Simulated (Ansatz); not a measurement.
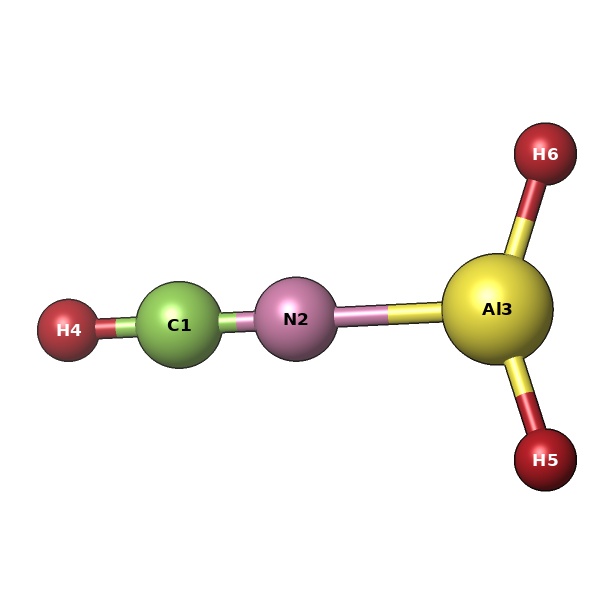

Numbered structure. Charge +1, singlet. Computed geometry: PBE0-D4/def2-TZVP optimisation. No frequency run is at hand to confirm it as a minimum.

### Describe the coordination of atom 3.

Al3 has 3 neighbours (N2 at 1.96, H5 at 1.55, H6 at 1.55 Å); the arrangement is trigonal planar.

### What is the geometry at N2?

N2 has 2 neighbours (C1 at 1.14, Al3 at 1.96 Å); the arrangement is linear.

### Describe the coordination of atom 1.

C1 has 2 neighbours (N2 at 1.14, H4 at 1.08 Å); the arrangement is linear.
